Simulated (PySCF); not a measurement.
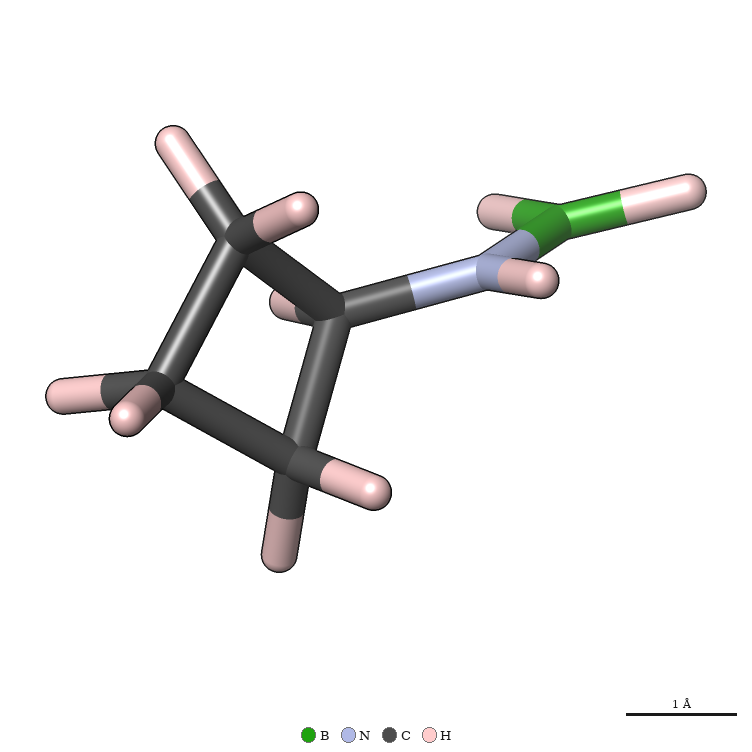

Rendered structure (stick style).

The geometry was computed by an optimisation with PBE0-D3(BJ)/def2-SVP. No frequency run is at hand to confirm it as a minimum.

> What is the molecular formula?

C₄H₁₀BN, 16 atoms: 4 carbon, 10 hydrogen, 1 boron and 1 nitrogen.

> Does it have rings?

Independent rings (smallest set): 1 of 4 members.

More results for the same structure follow; atom numbers are the same in all pictures, views and colours differ.

### Geometry

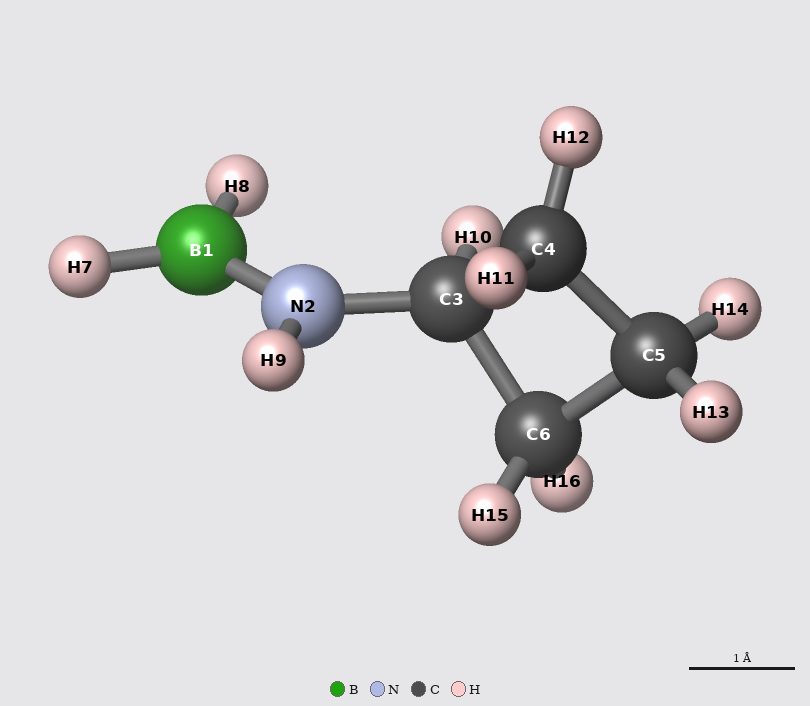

No frequency run is at hand to confirm it as a minimum.

> What is the geometry at N2?

N2 has 3 neighbours (B1 at 1.39, C3 at 1.43, H9 at 1.02 Å); the arrangement is trigonal planar.

> How are the neighbours of atom 1 arranged?

B1 has 3 neighbours (N2 at 1.39, H7 at 1.21, H8 at 1.21 Å); the arrangement is trigonal planar.

> What is the dihedral angle B1–N2–C3–C4?

129° in size, that is anticlinal.

### NMR shielding

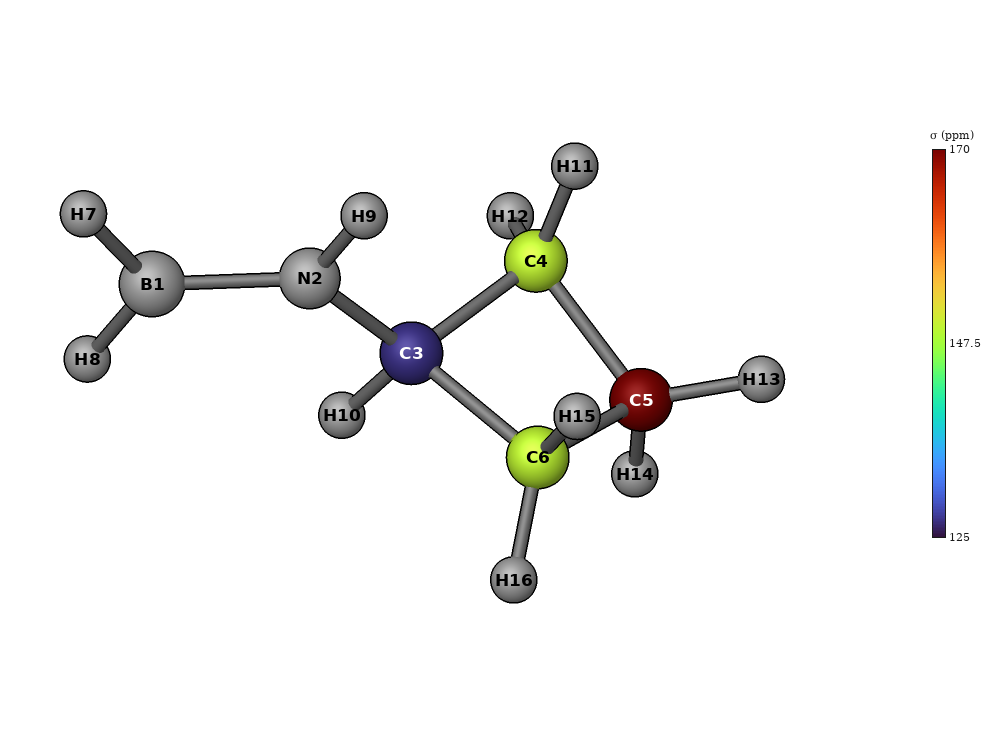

Atoms are coloured by their isotropic NMR shieldings (C only, the others grey). No frequency run is at hand to confirm it as a minimum. Method: GIAO PBE0/pcSseg-1 NMR shielding, non-relativistic, IEF-PCM water (PySCF 2.14.0).

> Which C atom is the most shielded (lowest chemical shift)?

C5 (170.0 ppm).

> Which C atom is the least shielded (highest chemical shift)?

C3 (127.0 ppm).

> How wide is the range of C shifts?

43.0 ppm.

List the isotropic NMR shieldings of the C atoms.

| atom | σ (ppm) |
| --- | --- |
| C3 | 127.0 |
| C4 | 149.6 |
| C5 | 170.0 |
| C6 | 149.4 |

### Quadrupole coupling

No frequency run is at hand to confirm it as a minimum. Electric field gradients from the ground-state density, PBE0/pcSseg-1 in acetonitrile (IEF-PCM) (PySCF 2.14.0), non-relativistic apart from any core potentials.

Give the largest field-gradient component, the quadrupole coupling constant and the asymmetry for 11B at B1 (Q = 40.59 mb), 14N at N2 (Q = 20.44 mb), 2H at H7 (Q = 2.86 mb), 2H at H8 (Q = 2.86 mb), 2H at H9 (Q = 2.86 mb), 2H at H10 (Q = 2.86 mb).

```csv
atom,V_zz (a.u.),e²qQ/h (MHz),η
B1,0.404,3.86,0.07
N2,0.476,2.29,0.95
H7,0.203,0.137,0.03
H8,0.202,0.136,0.03
H9,0.385,0.259,0.14
H10,0.281,0.189,0.08
```

### Charges

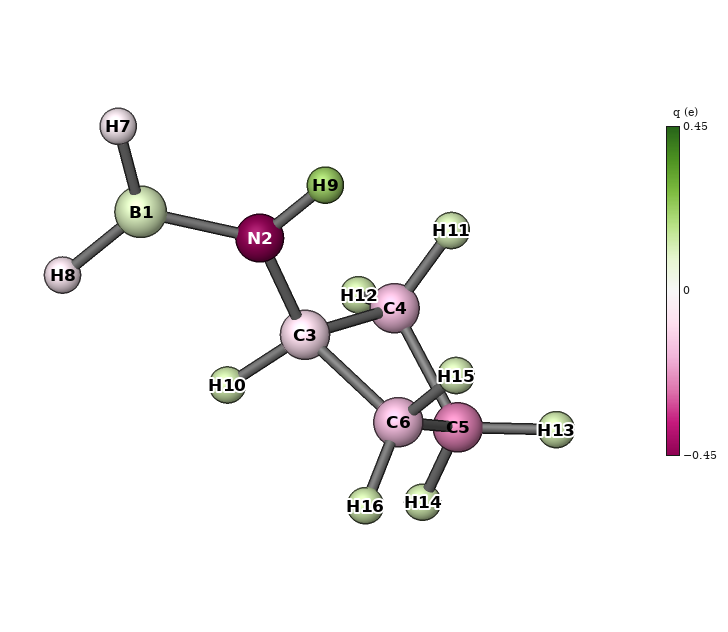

Atoms are coloured by their Mulliken charges. No frequency run is at hand to confirm it as a minimum. Level of theory: PBE0/pcSseg-1 in acetonitrile (IEF-PCM) (PySCF 2.14.0).

Give the Mulliken charges atom by atom.

```
atom  value (e)
  B1       0.11
  N2      −0.44
  C3      −0.09
  C4      −0.17
  C5      −0.25
  C6      −0.17
  H7      −0.04
  H8      −0.06
  H9       0.22
 H10       0.13
 H11       0.12
 H12       0.13
 H13       0.13
 H14       0.13
 H15       0.12
 H16       0.13
```

Mulliken values depend strongly on the basis set and can even reverse the polarity of a bond.
